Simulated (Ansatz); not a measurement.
# CH6GeSe (SMILES [CH3][GeH2][SeH]): levels of theory compared

Aim: a comparison of 6 runs (HF/STO-3G, HF/def2-SVP, BLYP/6-31G*, B2PLYP/6-31G**, PBE0/def2-SVP, CCSD/pc-1) of CH6GeSe. 

The results are computed with Ansatz 0.2.0.

3 further runs of the same task are left out: 1 that didn't finish, 2 set aside as unsound or not needed.

## Step 1: The structure to begin with

The species is CH6GeSe (9 atoms), meant as a singlet with charge 0. As SMILES, `[CH3][GeH2][SeH]`. Geometry: relaxed at PBE0-D4/def2-TZVP. This is one conformer, not always the lowest.

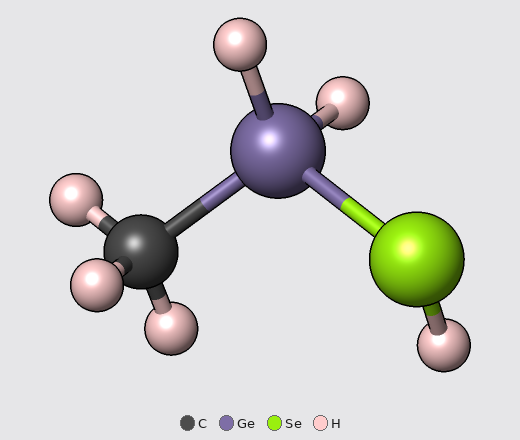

Viewed from a chosen angle; carbon dark grey, germanium purple, selenium green, hydrogen pink.

## Step 2: Energy and forces at HF/STO-3G (run 1)

Contents of in.yaml:

```yaml
crystal:
  periodic: [false, false, false]
  atoms:
    - symbol: C
      position_ang: [-0.889600, 0.553700, -0.701200]
    - symbol: Ge
      position_ang: [0.725100, -0.410300, -0.190600]
    - symbol: Se
      position_ang: [1.291400, 0.035400, 2.060200]
    - symbol: H
      position_ang: [-1.730800, 0.224800, -0.090200]
    - symbol: H
      position_ang: [-0.743100, 1.623400, -0.551700]
    - symbol: H
      position_ang: [-1.122300, 0.366000, -1.751100]
    - symbol: H
      position_ang: [1.951900, 0.071700, -0.982700]
    - symbol: H
      position_ang: [0.545300, -1.927600, -0.379300]
    - symbol: H
      position_ang: [0.060500, -0.583200, 2.569500]
basis:
  gaussian:
    orbitals: STO-3G
hamiltonian:
  xc: hf
accuracy: high
output:
  forces: true
  orbitals: {seedname: orbitals}
```

Run with:

```
$ ansatz run in.yaml --threads 1 --pin off --max-ram 2610MiB --events-out events.jsonl --progress --plain --runs-dir runs
```

Standard output:

```text
Warning: RAYON_NUM_THREADS=1 ignored (pool sized by the plan → 1); use --threads N
Functional definition: HF
  name "HF"
  exchange = exact_x
  correlation = 0
738 factors; integrals over basis functions are off by at most 5.1e-9 eV
mean field evaluation 1: about -121532.1104 eV, gradient 1.3e1 eV
mean field evaluation 2: about -121532.1878 eV, gradient 1.3e1 eV
mean field evaluation 4: about -121533.1498 eV, gradient 7.1e-1 eV
mean field evaluation 8: about -121533.1521 eV, gradient 5.0e-7 eV
mean field -121533.15211530 eV, -4466.2609621079 hartree, gradient 2.6e-8 eV, S^2 0.000000; 0 other end points of the search recorded, 0 dependent functions left out
the calculation of the forces begins
reference -121533.15211530 eV, -4466.2609621079 hartree; 39, 39 occupied and 8, 8 virtual orbitals, 738 factors
Total energy: -121533.15211530 eV, -4466.2609621079 hartree
Atom 0 at    -0.889600     0.553700    -0.701200 Å, force     0.747949    -0.498017     0.257514 eV/Å
Atom 1 at     0.725100    -0.410300    -0.190600 Å, force     1.173848    -0.699123    -0.836460 eV/Å
Atom 2 at     1.291400     0.035400     2.060200 Å, force    -1.136554    -0.621698    -0.349299 eV/Å
Atom 3 at    -1.730800     0.224800    -0.090200 Å, force     0.185465     0.231773    -0.313910 eV/Å
Atom 4 at    -0.743100     1.623400    -0.551700 Å, force    -0.227922    -0.337290    -0.142825 eV/Å
Atom 5 at    -1.122300     0.366000    -1.751100 Å, force    -0.022323     0.179707     0.417139 eV/Å
Atom 6 at     1.951900     0.071700    -0.982700 Å, force    -1.704106    -0.652512     0.872440 eV/Å
Atom 7 at     0.545300    -1.927600    -0.379300 Å, force     0.183397     1.982165     0.240056 eV/Å
Atom 8 at     0.060500    -0.583200     2.569500 Å, force     0.800245     0.414994    -0.144654 eV/Å
Dipole moment:    -0.303216    -0.142740    -0.306046 e Å
```

It took 1.9 s on 1 thread of Arm Neoverse V1, shared host.

## Step 3: Energy and gradient at HF/def2-SVP (run 2)

Contents of run.yaml:

```yaml
crystal:
  periodic: [false, false, false]
  atoms:
    - {symbol: C, position_ang: [-0.889600, 0.553700, -0.701200]}
    - {symbol: Ge, position_ang: [0.725100, -0.410300, -0.190600]}
    - {symbol: Se, position_ang: [1.291400, 0.035400, 2.060200]}
    - {symbol: H, position_ang: [-1.730800, 0.224800, -0.090200]}
    - {symbol: H, position_ang: [-0.743100, 1.623400, -0.551700]}
    - {symbol: H, position_ang: [-1.122300, 0.366000, -1.751100]}
    - {symbol: H, position_ang: [1.951900, 0.071700, -0.982700]}
    - {symbol: H, position_ang: [0.545300, -1.927600, -0.379300]}
    - {symbol: H, position_ang: [0.060500, -0.583200, 2.569500]}
basis:
  gaussian:
    orbitals: def2-SVP
hamiltonian:
  xc: hf
accuracy: high
output:
  forces: true
  orbitals: {seedname: orbitals}
```

Run with:

```
$ ansatz run run.yaml --threads 1 --pin off --max-ram 2610MiB --events-out events.jsonl --progress --plain --runs-dir runs
```

Standard output, cut to the lines that bear on the results:

```text
Warning: RAYON_NUM_THREADS=1 ignored (pool sized by the plan → 1); use --threads N
[... 2 set-up lines as earlier in the session ...]
[...]
2307 factors; integrals over basis functions are off by at most 1.1e-8 eV
[...]
mean field -122886.91167296 eV, -4516.0107082408 hartree, gradient 1.4e-8 eV, S^2 0.000000; 0 other end points of the search recorded, 0 dependent functions left out
[...]
reference -122886.91167296 eV, -4516.0107082408 hartree; 39, 39 occupied and 69, 69 virtual orbitals, 2307 factors
Total energy: -122886.91167296 eV, -4516.0107082408 hartree
Atom 0 at    -0.889600     0.553700    -0.701200 Å, force    -0.038392     0.018843    -0.026187 eV/Å
Atom 1 at     0.725100    -0.410300    -0.190600 Å, force     0.233414    -0.133079    -0.216697 eV/Å
Atom 2 at     1.291400     0.035400     2.060200 Å, force    -0.280463    -0.147708     0.258812 eV/Å
Atom 3 at    -1.730800     0.224800    -0.090200 Å, force    -0.029985     0.027207    -0.023883 eV/Å
Atom 4 at    -0.743100     1.623400    -0.551700 Å, force    -0.043083     0.003718    -0.018640 eV/Å
Atom 5 at    -1.122300     0.366000    -1.751100 Å, force    -0.032911     0.026695     0.009136 eV/Å
Atom 6 at     1.951900     0.071700    -0.982700 Å, force    -0.086138    -0.038398     0.003590 eV/Å
Atom 7 at     0.545300    -1.927600    -0.379300 Å, force     0.009380     0.098480     0.011795 eV/Å
Atom 8 at     0.060500    -0.583200     2.569500 Å, force     0.268178     0.144241     0.002075 eV/Å
Dipole moment:    -0.308414    -0.036384    -0.275133 e Å
```

Run time: 9.3 s. Hardware: 1 thread of Arm Neoverse V1, shared host; peak memory 0.39 GiB.

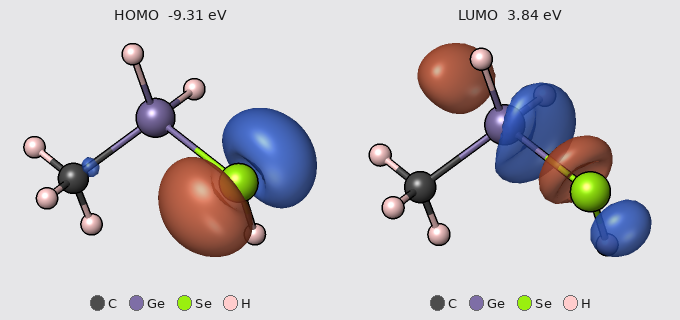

Frontier orbitals of this run, surfaces at ±0.2 Å^-3/2.

Runs 3 to 5 aren't shown in full; the table further down has their settings and results.

## Step 4: A single-point energy at CCSD/pc-1 (density fitting with def2-universal-jkfit, aug-cc-pVTZ-rifit for correlation) (run 6)

Contents of input.yaml:

```yaml
crystal:
  periodic: [false, false, false]
  atoms:
    - {symbol: C, position_ang: [-0.889600, 0.553700, -0.701200]}
    - {symbol: Ge, position_ang: [0.725100, -0.410300, -0.190600]}
    - {symbol: Se, position_ang: [1.291400, 0.035400, 2.060200]}
    - {symbol: H, position_ang: [-1.730800, 0.224800, -0.090200]}
    - {symbol: H, position_ang: [-0.743100, 1.623400, -0.551700]}
    - {symbol: H, position_ang: [-1.122300, 0.366000, -1.751100]}
    - {symbol: H, position_ang: [1.951900, 0.071700, -0.982700]}
    - {symbol: H, position_ang: [0.545300, -1.927600, -0.379300]}
    - {symbol: H, position_ang: [0.060500, -0.583200, 2.569500]}
basis:
  gaussian:
    orbitals: pc-1.json
    fitting: {mean_field: def2-universal-jkfit, correlation: aug-cc-pVTZ-rifit.json}
hamiltonian:
  pseudopotentials: {relativity: none}
correlation:
  method: ccsd
  electrons: outside_noble_gas
output: {orbitals: {seedname: orbitals}}
```

The basis set pc-1 is read from a file made from the Basis Set Exchange's data (not shown).

Run with:

```
$ ansatz run input.yaml --threads 1 --pin off --max-ram 2610MiB --events-out events.jsonl --progress --plain --runs-dir runs
```

Standard output, cut to the lines that bear on the results:

```text
Warning: RAYON_NUM_THREADS=1 ignored (pool sized by the plan → 1); use --threads N
[... 2 set-up lines as earlier in the session ...]
[...]
715 factors; integrals over basis functions are off by at most 3.3e-1 eV
764 factors; integrals over basis functions are off by at most 1.3e2 eV
[...]
mean field -122896.30760453 eV, -4516.3560023573 hartree, gradient 1.2e-6 eV, S^2 0.000000; 0 other end points of the search recorded, 0 dependent functions left out
29 core orbitals not correlated: weight in the atoms' cores, before any rotation towards them, 0.999 or more for the frozen orbitals, at most 0.000 for the correlated occupied ones
reference -122896.30760453 eV, -4516.3560023573 hartree; 10, 10 occupied and 59, 59 virtual orbitals, 764 factors
second order -9.69098935 eV of doubles, -0.00000000 eV of singles
cycle   1  -10.59093551 eV  change   -9.0e-1 eV  update   7.4e-2
[...]
cycle   8  -10.95774976 eV  change   -6.8e-6 eV  update   1.7e-5
Total energy: -122907.26535429 eV, -4516.7586922336 hartree
```

It took 4.2 s on 1 thread of Arm Neoverse V1, shared host.

## Step 5: All runs side by side

| run | level | frozen core orbitals | task | energy (Eh) | dipole moment (D) | HOMO energy (eV) | LUMO energy (eV) | wall time |
| --- | --- | --- | --- | --- | --- | --- | --- | --- |
| 1 | HF/STO-3G | – | gradient | -4466.260962 | 2.18 | -6.96 | 8.88 | 1.9 s |
| 2 | HF/def2-SVP | – | gradient | -4516.010708 | 1.99 | -9.31 | 3.84 | 9.3 s |
| 3 | BLYP/6-31G* (spherical functions) | – | gradient | -4519.756230 | 1.99 | -5.25 | -0.57 | 14 s |
| 4 | B2PLYP/6-31G** (spherical functions) | 19 | gradient | -4518.902971 | 2.06 | -7.57 | 1.34 | 59 s |
| 5 | PBE0/def2-SVP | – | gradient | -4519.115231 | 1.85 | -6.66 | 0.34 | 19 s |
| 6 | CCSD/pc-1 (density fitting with def2-universal-jkfit, aug-cc-pVTZ-rifit for correlation) | 29 | energy | -4516.758692 | – | -9.36 | 3.51 | 4.2 s |

## Step 6: What came out

| quantity | value |
| --- | --- |
| run 6: total energy | -4516.75869 Eh |
| run 6: HOMO energy (Hartree–Fock orbitals) | -9.36 eV |
| run 6: LUMO energy (Hartree–Fock orbitals) | 3.51 eV |
| run 6: HOMO–LUMO gap (Hartree–Fock orbitals) | 12.87 eV |
| run 6: correlation energy (29 core orbitals frozen) | -402.7 mEh |
| run 6: T1 diagnostic | 0.010 |

What this shows: Over runs 1, 2, 3, 4, 5 the dipole moment (its size) runs from 1.85 D (PBE0/def2-SVP) to 2.18 D (HF/STO-3G). The two ends differ in method and basis. Over runs 1, 2, 3, 4, 5 the HOMO–LUMO gap runs from 4.69 eV (BLYP/6-31G*) to 15.84 eV (HF/STO-3G). Totals of different functionals can't be ranked against each other. In run 1 the basis is minimal, so the values are rough. All runs together took 1.8 min, the longest 59 s.
